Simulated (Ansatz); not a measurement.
**F3H2NSi: vertical ionisation energy**

Aim: the vertical ionisation energy of F3H2NSi, as cation minus neutral at the neutral's geometry, on several levels, and how well −ε(HOMO) stands in for it.

Method: unrestricted cation, the program's frozen cores in correlated methods; program: Ansatz 0.2.0, Gaussian basis.

Levels to be run: UKS PBE-D4/def2-TZVPP; UKS r2SCAN-D4/def2-TZVPP; UKS PBE0-D4/def2-TZVPP; UKS B3LYP-D4/def2-TZVPP; UKS wB97X-V/def2-TZVPP; UKS wB97M-V/def2-TZVPP; UKS B2PLYP/def2-TZVPP; UHF-CCSD(T)/def2-TZVPP; UHF-MP2/def2-QZVPP; extrapolation to the limit; then −ε(HOMO) from the neutral's earlier runs with LDA (SPW92), PBE-D4, revPBE-D4, BLYP-D4, r2SCAN-D4, B97M-V, PBE0-D4, B3LYP-D4, r2SCANh-D4, r2SCAN0-D4, HSE06-D4, BHLYP-D4, CAM-B3LYP-D4, LC-ωPBE, ωB97X-V, ωB97M-V.

## 1. The relaxed structure

The geometry comes from an earlier relaxation with PBE0-D4 in a triple-zeta def2 set; it is a stationary point, not always the lowest conformer.

SMILES `N[Si](F)(F)F`, 7 atoms, charge 0, spin multiplicity 1.

Atoms are counted from 1 here; the program's logs count them from 0.

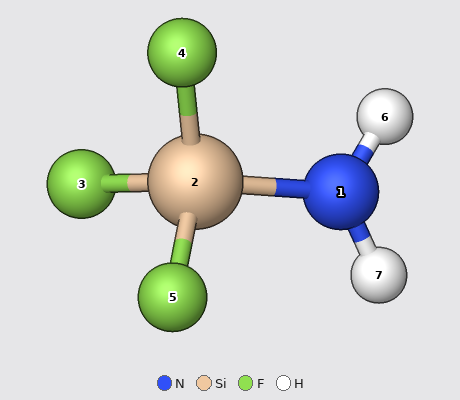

The geometry (nitrogen blue, silicon light orange, fluorine green, hydrogen white); atoms are numbered from 1 in the order of the file.

As a file:

```
N    -0.29264    0.75589    0.64893
Si    0.23067   -0.47252   -0.35769
F    -0.64093   -0.72261   -1.64960
F     0.22817   -1.83616    0.42882
F     1.68037   -0.14570   -0.87695
H    -1.04629    0.62945    1.30190
H    -0.09815    1.72355    0.45879
```

## 2. Cation, UKS PBE-D4/def2-TZVPP

in.yaml

```yaml
crystal:
  periodic: [false, false, false]
  atoms:
    - {symbol: N, position_ang: [-0.292638, 0.755888, 0.648933]}
    - {symbol: Si, position_ang: [0.230665, -0.472525, -0.357694]}
    - {symbol: F, position_ang: [-0.640932, -0.722607, -1.649602]}
    - {symbol: F, position_ang: [0.228175, -1.836161, 0.428817]}
    - {symbol: F, position_ang: [1.680369, -0.145699, -0.876947]}
    - {symbol: H, position_ang: [-1.046293, 0.629449, 1.301904]}
    - {symbol: H, position_ang: [-0.098146, 1.723554, 0.458788]}
basis:
  gaussian: {orbitals: def2-TZVPP}
total_charge: 1
magnetization: {spin_polarized: true, initial_magnetization: 1}
hamiltonian: {xc: pbe, dispersion: d4}
```

Run with:

```console
$ ansatz run in.yaml --threads 2 --pin off --events-out ev --progress --plain --max-ram 32768MiB --backend cpu
```

After this run come: Cation, UKS r2SCAN-D4/def2-TZVPP; Cation, UKS PBE0-D4/def2-TZVPP; Cation, UKS B3LYP-D4/def2-TZVPP; Cation, UKS wB97X-V/def2-TZVPP; Cation, UKS wB97M-V/def2-TZVPP; Cation, UKS B2PLYP (frozen core)/def2-TZVPP; Cation, UHF-CCSD(T)/def2-TZVPP; Cation, UHF-MP2/def2-QZVPP.

**Question.** What will the summary of the whole plan be? Wanted: ionisation energy, CCSD(T)/CBS; nearest functional by difference; nearest −ε(HOMO); −ε(HOMO) of PBE; T1 of the cation.

The runs gave:

```
                        quantity               value
  ionisation energy, CCSD(T)/CBS            11.60 eV
nearest functional by difference  ωB97X-V (-0.14 eV)
                nearest −ε(HOMO)  LC-ωPBE (+0.02 eV)
                 −ε(HOMO) of PBE             7.06 eV
                T1 of the cation               0.015
```

In words: By cation minus neutral, the functionals miss by 0.43 eV at most. −ε(HOMO) of PBE misses by 4.5 eV, since self-interaction lifts the level. Among orbital estimates LC-ωPBE comes nearest. Hartree-Fock falls 1.47 eV short, as the neutral has more correlation energy than the cation.
